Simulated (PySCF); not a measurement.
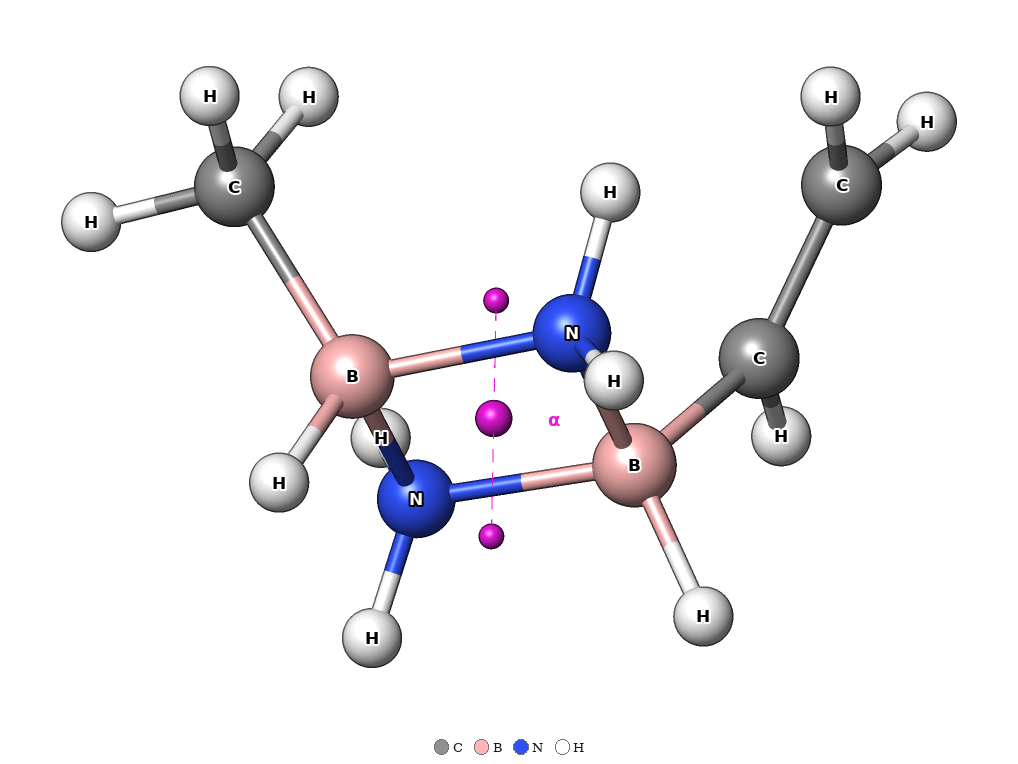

The small points mark where nucleus-independent chemical shifts (NICS) were computed: at the centre of each lettered ring and 1 Å above and below it. The geometry was computed by an optimisation with PBE0-D3(BJ)/def2-SVP. No frequency run is at hand to confirm it as a minimum. Properties computed with GIAO PBE0/pcSseg-1 NMR shielding, non-relativistic, IEF-PCM acetonitrile (PySCF 2.14.0).

Give NICS(0), NICS(1) and the out-of-plane component NICS(1)zz for each ring (means of the two sides).

```json
{"ring": "α", "members": "B2N2", "NICS(0)": "−5.6", "NICS(1)": "−0.9", "NICS(1)zz": "1.7"}
```

Values in ppm.
